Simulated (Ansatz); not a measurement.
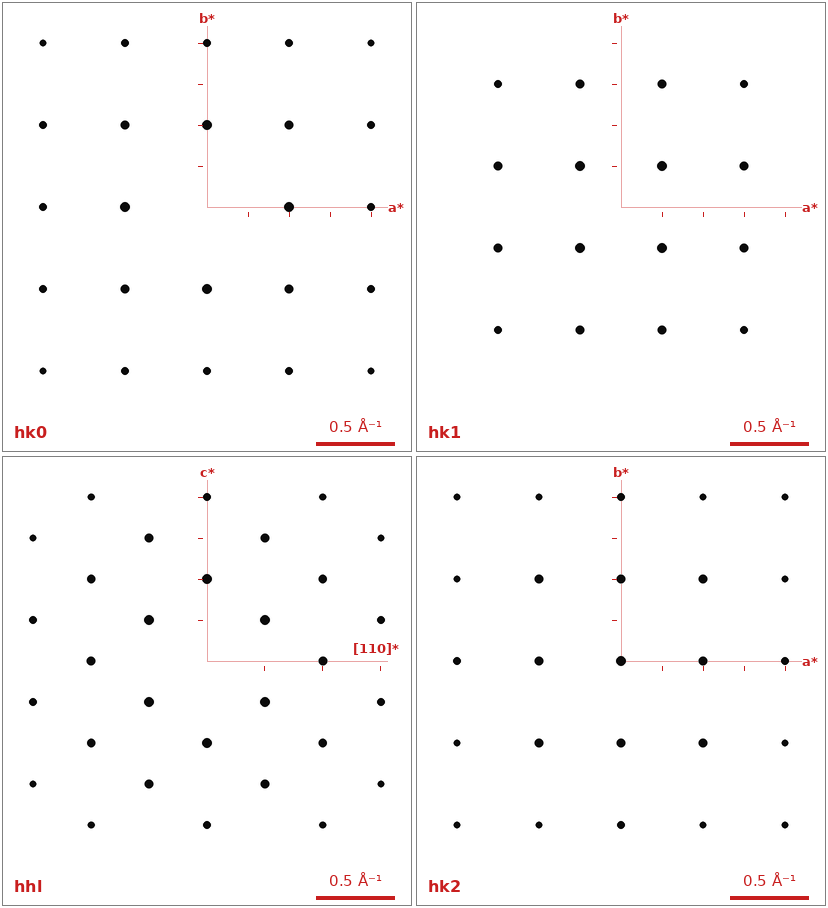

Four undistorted layers of reciprocal space, calculated for a single crystal (X-rays, kinematic |F|², B = 0.5 Å²). Tick marks count the reciprocal lattice steps of the conventional cell along each axis.

The compound is Rh. Structure: the input geometry of an electronic-structure calculation (not necessarily at equilibrium).

What cell do the layers give?

Answer. a* = 0.263, b* = 0.263, c* = 0.263 Å⁻¹; the cell is cubic with a = 3.80 Å.

List the systematic absences.

Answer. Reflections are present only under these conditions. hkl: h + k = 2n, h + l = 2n; hk0: h = 2n, k = 2n; hhl: h + l = 2n; h00: h = 2n. The lattice is face-centred (F).

Which space groups fit?

Answer. The intensities have Laue symmetry m-3m (the hk0 layer shows 4mm, hk1 shows 4mm). With these conditions the candidates are F432 (No. 209), F-43m (No. 216), Fm-3m (No. 225). Diffraction geometry alone does not choose among them; the structure has Fm-3m.
